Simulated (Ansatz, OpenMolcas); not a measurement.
**AgH (SMILES [AgH]): methods side by side**

AgH: 2 atoms, total charge 0, spin state singlet. SMILES: `[AgH]`. Geometry: the measured bond length.

```jsonl
{"atom": "Ag", "x (Å)": "0.0000", "y (Å)": "0.0000", "z (Å)": "0.0000"}
{"atom": "H", "x (Å)": "0.0000", "y (Å)": "0.0000", "z (Å)": "1.6181"}
```

Quantity: the vertical ionisation energy (to the doublet cation), in eV. The values are calculated.

```tsv
level	kind	program	value (eV)	less CCSD(T)/def2-TZVPP	CPU time (all runs)
SVWN5/def2-TZVPP (core potential)	LDA	Ansatz	9.84	+0.62	3.2 s
M06-L/def2-TZVPP (core potential)	meta-GGA	OpenMolcas	9.27	+0.05	34 s
r2SCAN0/def2-TZVPP (core potential)	hybrid meta-GGA	Ansatz	9.23	+0.01	12 s
HSE06/def2-TZVPP (core potential)	range-separated hybrid	Ansatz	9.29	+0.07	6.8 s
RPA@PBE0/def2-TZVPP (core potential)	RPA	Ansatz	9.34	+0.12	9 s
MP2/def2-TZVPP (core potential)	perturbation theory	Ansatz	9.28	+0.06	2.1 s
BCCD(T)/def2-TZVPP (core potential)	coupled cluster or CI	Ansatz	9.22	0.00	19 s
CCSD(T)/def2-TZVPP (core potential)	coupled cluster or CI	Ansatz	9.22	0.00	16 s
```

CCSD(T)/def2-TZVPP (core potential) is the highest level here, not the true value. Spin-orbit coupling, which can split open shells on such heavy atoms by tenths of an eV, is left out. The values span 9.22 to 9.84 eV. CPU times are rough (shared hosts, several kinds of processor): they show what a rung costs within a factor of a few.

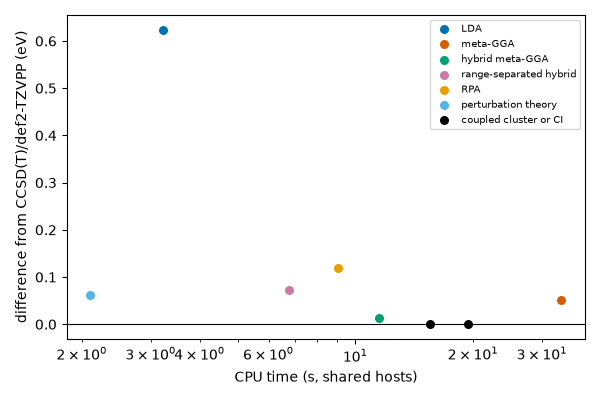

Difference from CCSD(T)/def2-TZVPP against processor time, one point a level.
